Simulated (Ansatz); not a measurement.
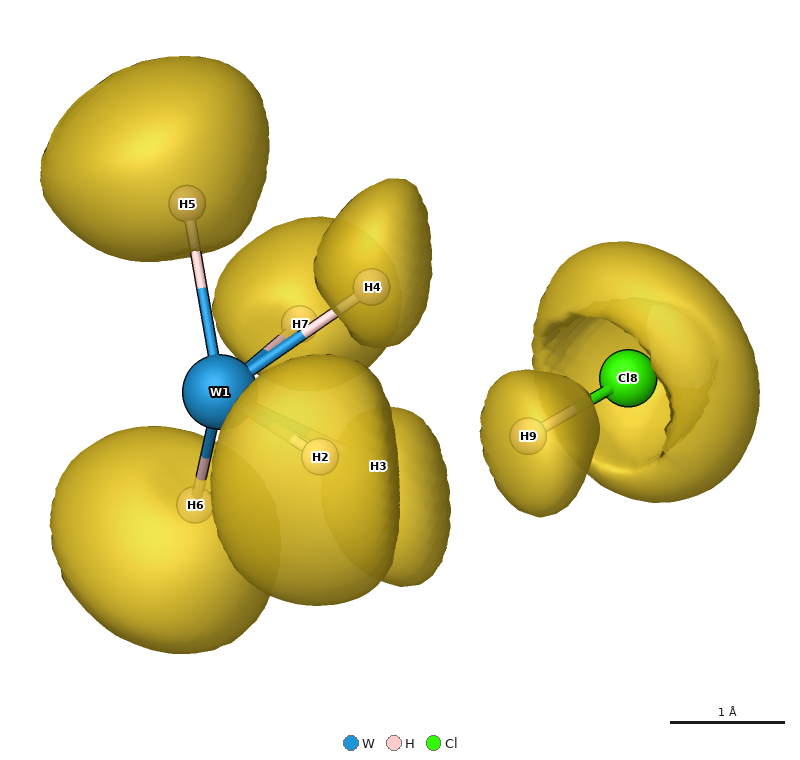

Figure 1: H6W···HCl. Isosurface of the ELF at 0.85 (yellow), seen at a tilt. Only the valence region is drawn (cores and ρ < 0.01 e/Å³ removed).

Core potentials replace the inner electrons of W; not at a stationary point (largest force 1.3 eV/Å).

Method: Ansatz, RKS B3LYP-D4/def2-SVP.

```yaml
atoms:
  - { symbol: W, position_ang: [-0.5181, -0.5199, 0.3206] }
  - { symbol: H, position_ang: [0.0094, -0.0271, 1.8836] }
  - { symbol: H, position_ang: [1.0758, -0.1525, 0.2278] }
  - { symbol: H, position_ang: [-0.1331, 1.0652, 0.2102] }
  - { symbol: H, position_ang: [-1.6550, 0.4148, -0.5337] }
  - { symbol: H, position_ang: [0.3745, -1.6658, -0.5658] }
  - { symbol: H, position_ang: [0.1010, 0.0816, -1.0940] }
  - { symbol: Cl, position_ang: [1.9266, 2.0807, 0.9711] }
  - { symbol: H, position_ang: [1.3000, 1.3075, 1.8542] }
```

Question: What do the ELF domains correspond to?

Answer: The surface consists of seven regions around hydrogen nuclei and one ring or bowl of non-bonding electrons around Cl. Profiles from the grid: H2···H9 (1.86 Å): the ELF dips to about 0.10 between them. Cl–H (1.33 Å): the ELF climbs to about 1 towards the hydrogen, as it does in any bond to H (an ordinary covalent bond to hydrogen).
